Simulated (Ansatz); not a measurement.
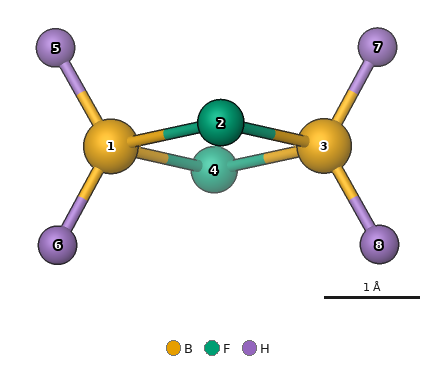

*The structure as given in the input (ball-and-stick view, seen at a tilt; atoms are numbered from 1 in the order of the input).*

Bond lengths as drawn: B–F 1.56 Å and B–H 1.21 Å.

**Frequency calculation of B$_{2}$H$_{4}$F$_{2}$**

B$_{2}$H$_{4}$F$_{2}$, computed with PBE/def2-SVP, RKS (Ansatz 0.2.0).

The geometry was optimised with PBE/def2-SVP. Figures and captions count atoms from 1; the log counts them from 0 in places.

## The input
```yaml
crystal:
  periodic: [false, false, false]
  atoms:
    - {symbol: B, position_ang: [-0.495665, 0.962380, -0.298406]}
    - {symbol: F, position_ang: [0.646192, 0.543711, 0.680265]}
    - {symbol: B, position_ang: [0.495649, -0.962380, 0.298398]}
    - {symbol: F, position_ang: [-0.645982, -0.543668, -0.680516]}
    - {symbol: H, position_ang: [-0.032523, 1.579841, -1.231577]}
    - {symbol: H, position_ang: [-1.464374, 1.326369, 0.330630]}
    - {symbol: H, position_ang: [1.464383, -1.326693, -0.330408]}
    - {symbol: H, position_ang: [0.032219, -1.579561, 1.231613]}
basis:
  gaussian:
    orbitals: def2-SVP
hamiltonian:
  xc: {name: PBE}
phonons:
  temperatures: {t_min: 298.15, t_max: 298.15, t_step: 1}
```

Machine: 1 thread of Arm Neoverse V1, 112 GiB of memory available, shared host.

Launched with:
```bash
ansatz run input.yaml --threads 1 --pin off --max-ram 3480MiB --events-out events.jsonl --progress --plain --runs-dir runs
```

## Log
```
Functional definition: PBE
  name "PBE"
  parameter kappa = 0.804
  parameter beta = 0.06672455060314922
  exchange = pbe_x(kappa = kappa, mu = beta*pi^2/3)
  correlation = pbe_c(beta = beta)
836 factors; their error is unknown
mean field evaluation 1: about -6838.5205 eV, gradient 2.2e1 eV
mean field evaluation 2: about -6839.3548 eV, gradient 1.6e1 eV
mean field evaluation 4: about -6839.9243 eV, gradient 1.4e0 eV
mean field evaluation 8: about -6839.8956 eV, gradient 9.3e-2 eV
mean field -6839.89559694 eV, -251.3615269396 hartree, gradient 2.3e-5 eV, S^2 0.000000; 0 other end points of the search recorded, 0 dependent functions left out
the calculation of the forces begins
reference -6839.89562821 eV, -251.3615280889 hartree; 16, 16 occupied and 60, 60 virtual orbitals, 836 factors
these checks for a lower state are left out or cut short: stability, starts, cluster_reference, orbital_swaps, neighbouring_geometries, increment
836 factors; their error is unknown
mean field evaluation 16: about -6839.8954 eV, gradient 1.4e-1 eV
mean field -6839.89550186 eV, -251.3615234457 hartree, gradient 1.7e-6 eV, S^2 0.000000; 0 other end points of the search recorded, 0 dependent functions left out
[... from here on the field's lines of each further geometry are left out, up to the last ...]
the calculation of the forces begins
reference -6839.89557939 eV, -251.3615262950 hartree; 16, 16 occupied and 60, 60 virtual orbitals, 836 factors
these checks for a lower state are left out or cut short: stability, starts, cluster_reference, orbital_swaps, neighbouring_geometries, increment
836 factors; their error is unknown
mean field -6839.89555245 eV, -251.3615253050 hartree, gradient 9.6e-7 eV, S^2 0.000000; 0 other end points of the search recorded, 0 dependent functions left out
the calculation of the forces begins
reference -6839.89558372 eV, -251.3615264541 hartree; 16, 16 occupied and 60, 60 virtual orbitals, 836 factors
Total energy: -6839.89562821 eV, -251.3615280889 hartree
Atom 0 at    -0.495665     0.962380    -0.298406 Å, force    -0.000015     0.000232     0.000024 eV/Å
Atom 1 at     0.646192     0.543711     0.680265 Å, force     0.001107     0.001014     0.001206 eV/Å
Atom 2 at     0.495649    -0.962380     0.298398 Å, force     0.000017    -0.000187    -0.000023 eV/Å
Atom 3 at    -0.645982    -0.543668    -0.680516 Å, force    -0.001158    -0.001056    -0.001205 eV/Å
Atom 4 at    -0.032523     1.579841    -1.231577 Å, force    -0.000668    -0.000367     0.000915 eV/Å
Atom 5 at    -1.464374     1.326369     0.330630 Å, force     0.000893    -0.000068    -0.000808 eV/Å
Atom 6 at     1.464383    -1.326693    -0.330408 Å, force    -0.000882     0.000091     0.000800 eV/Å
Atom 7 at     0.032219    -1.579561     1.231613 Å, force     0.000706     0.000341    -0.000908 eV/Å
Dipole moment:     0.000012    -0.000001    -0.000013 e Å
Vibrations: 90.34 359.82 555.96 662.26 722.07 779.79 784.77 801.02 880.68 942.46 1018.40 1150.30 1153.91 1185.44 2539.59 2556.78 2663.97 2670.35 cm⁻¹, zero-point energy 1.333940 eV
```

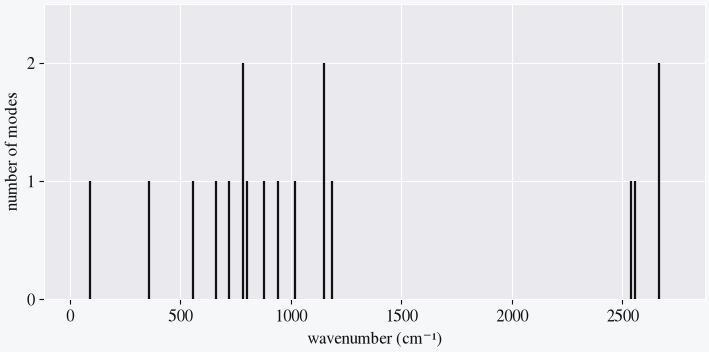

*Harmonic vibrational wavenumbers from the force constants; neighbouring modes closer than 12 cm⁻¹ are counted in one stick.*

18 modes from 90 to 2670 cm⁻¹, none imaginary.

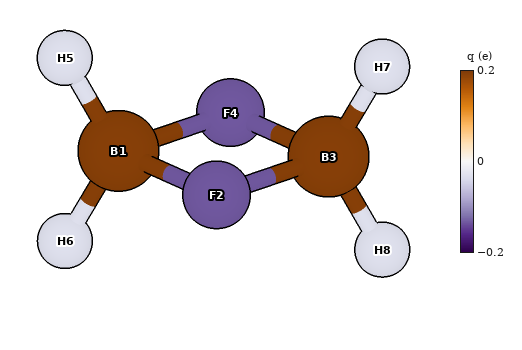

*Mulliken charges, as the colour of each atom (ball-and-stick view, seen at a tilt; atoms are numbered from 1 in the order of the input; Mulliken charges depend strongly on the basis).*

By element: B +0.19, F −0.13 and H −0.03 e.

## Results in brief

| quantity | value |
| --- | --- |
| outcome | converged |
| total energy | −251.361528 hartree |
| basis functions | 76 |
| largest force | 0.002 eV/Å |
| zero-point energy | 0.049021 hartree |
| dipole moment | 0.00 D |
| wavenumbers, lowest and highest | 90 and 2670 cm⁻¹ |
| wall time | 56 s |
| peak memory | 0.1 GiB |
